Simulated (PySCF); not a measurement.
# C4H12N, charge +1, SMILES `C[N+](C)(C)C`: electronic structure

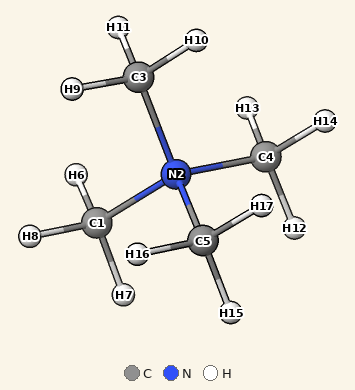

The molecule, with its atoms numbered as below. No frequency check shows the geometry to be a minimum.

Cartesian coordinates (Å):

```
C1      -1.2470   -0.7796   -0.1050
N2      -0.0007    0.0001    0.0000
C3      -0.3249    1.4131    0.2668
C4       0.7508   -0.1016   -1.2643
C5       0.8212   -0.5321    1.1020
H6      -1.8644   -0.3980   -0.9161
H7      -1.0223   -1.8268   -0.3003
H8      -1.8125   -0.7136    0.8239
H9      -0.8797    1.5040    1.1988
H10      0.5874    2.0020    0.3449
H11     -0.9314    1.8202   -0.5412
H12      0.9984   -1.1417   -1.4733
H13      0.1568    0.2873   -2.0893
H14      1.6759    0.4689   -1.2011
H15      1.0687   -1.5741    0.9222
H16      0.2802   -0.4635    2.0440
H17      1.7472    0.0350    1.1901
```

Part 1: Bonding charge

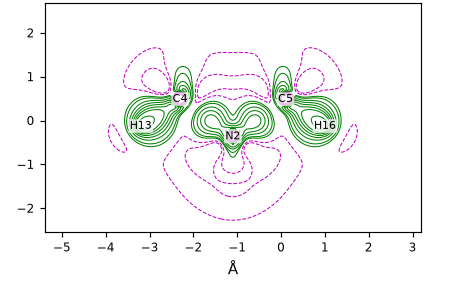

Deformation density (molecule less spherical, spin-averaged free atoms) in the plane of N2, C4, C5, H13 and H16; contours at ±0.05 to ±0.8 e/Å³; solid green lines: gain, dashed magenta lines: loss.

Level of theory: M06-2X/def2-TZVP (PySCF), at a geometry from GFN2-xTB.

**How much density has each bond in this plane gained at its critical point, relative to the free atoms?**

C4–H13 and C5–H16: +0.78 e/Å³ at the bond critical point (bond length 1.09 Å, Mayer order 0.9). N2–C5 and N2–C4: +0.21 e/Å³ at the bond critical point (bond length 1.47 Å, Mayer order 0.9). In all, 3.5 electrons gather in the regions of gain relative to the promolecule of neutral atoms (the regions of loss give up this much and the cation's charge besides).

**Where do the Hirshfeld charges lie?**

The highest Hirshfeld charge is on H6, H7, H8, H9, H10, H11, H12, H13, H14, H15, H16 and H17 (+0.08 e), the lowest on C1, C3, C4 and C5 (−0.02 e).

Part 2: Bond critical points

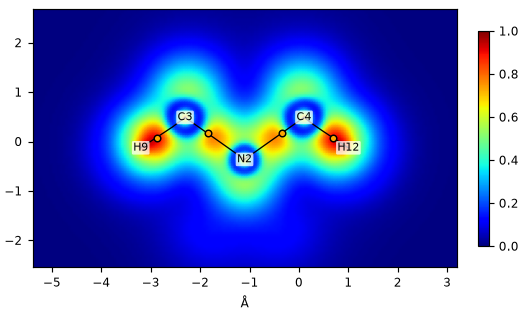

Localised orbital locator (LOL) in the plane of N2, C3, C4, H9 and H12, with bond paths and bond critical points (dots).

**Rank the bonds in the plane by LOL at their critical points.**

C3–H9 and C4–H12: about 0.91; N2–C3 and N2–C4: about 0.67. Values above 0.5 mark slow, localised electrons, as in shared pairs; low values at a critical point mark a polar or closed-shell contact whose critical point lies between the shells.

**Where along C3–H9 does the critical point lie?**

0.71 Å from C3 and 0.38 Å from H9.

Part 3: Electrostatic potential

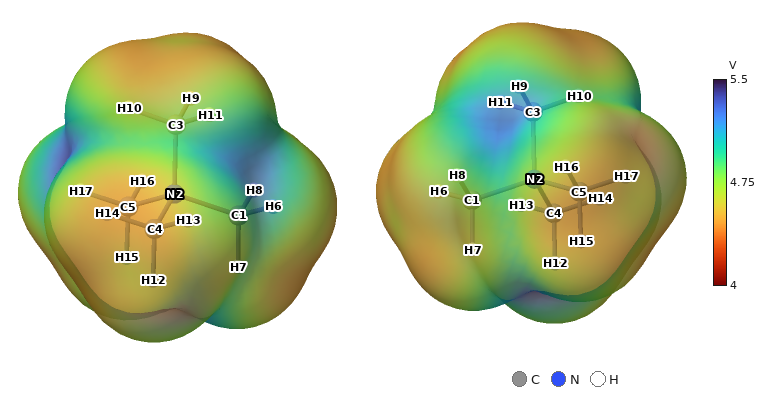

Electrostatic potential on the surface of electron density 0.001 a.u. (back view left, front view right).

**Where are the extremes of the potential on the surface?**

Highest: 5.37 V, near H12 (1.61 Å), H7 (1.65 Å) and H15 (1.69 Å). Further maxima include 4.63 V, near H14 (1.71 Å), H12 (1.74 Å), H13 (1.80 Å) and C4 (1.80 Å). Lowest: 4.45 V, about equally far (1.6 Å) from H12 and H13, over C4 (2.0 Å), and at like points elsewhere. The surface is sampled at points, so like sites can differ by a few per cent and only the strongest of them is named.

Part 4: In an electric field

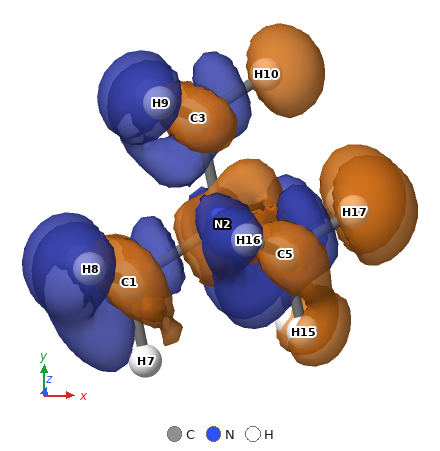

Change of the electron density in a uniform field of 0.41 V/Å, surfaces at ±0.003 e/Å³ (orange: gain, blue: loss).

Computed with PySCF, TPSSh/6-31+G*, geometry: GFN2-xTB. The basis has diffuse s and p functions alone, which still leaves polarisabilities too small, most of all across bonds.

The field was applied in both directions; the picture shows the one opposite to the script's first.

**Along which Cartesian direction does the field point?**

Along −x: electrons gather on the +x side, against the field.

**What dipole is induced, and what polarisability does it imply?**

The induced dipole is 0.99 D (along the field); α along this axis, from the fields in both directions, is 49 bohr³ (7.2 Å³).

Part 5: Removing or adding an electron

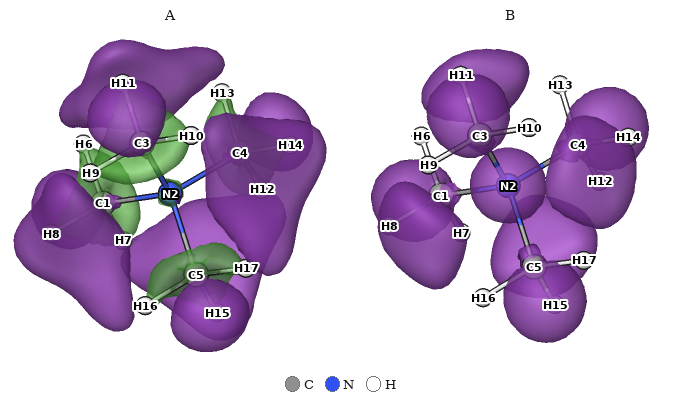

The Fukui function f⁺ from two separate SCF calculations and the density of the LUMO, at ±0.015 e/Å³ (purple positive, green negative).

Method: PBE0/6-31G*; geometry: GFN2-xTB; program: PySCF.

**Which panel is which, and how good is the frozen-orbital picture?**

A is f⁺ (it has negative regions), B the LUMO density. The LUMO lies on C1, C3, C4 and C5 (10 % each) and N2 (6 %); f⁺ (Hirshfeld-condensed) is largest on H6, H7, H8, H9, H10, H11, H12, H13, H14, H15, H16 and H17 (0.06 each) and C1, C3, C4 and C5 (0.06 each); the vertical electron affinity is 1.44 eV (the stability of the neutral species's solution wasn't checked; the anion's highest orbital has positive energy, so this value and f⁺ depend on the basis). Relaxation shifts 20 % of the electron between atoms. The orbital energy is −3.16 eV.

Part 6: Localised orbitals

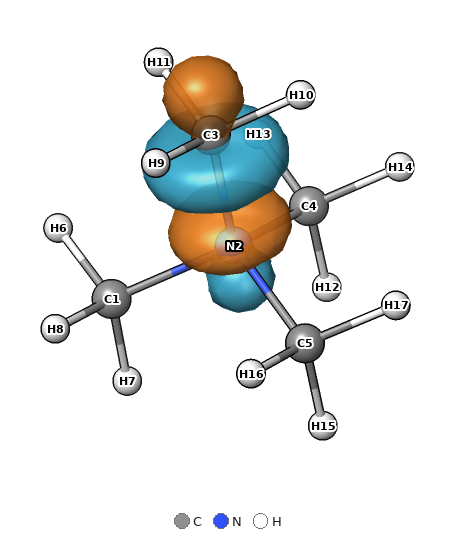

Intrinsic bond orbitals (IBO), occupied and valence-virtual; each surface holds about 70 % of the orbital's density. Energies are diagonal elements of the Fock matrix.

Method: B3LYP/def2-SVPD; geometry: GFN2-xTB; program: PySCF.

**What does this orbital represent?**

σ* orbital C3–N2 (C3 61 %, N2 38 %; 1.6 eV).

The PySCF runs shown took 59 s, 64 s, 9 min and 28 s on 1 thread of Intel(R) Xeon(R) Platinum 8259CL CPU @ 2.50GHz (Skylake/Cascade Lake) (shared host).
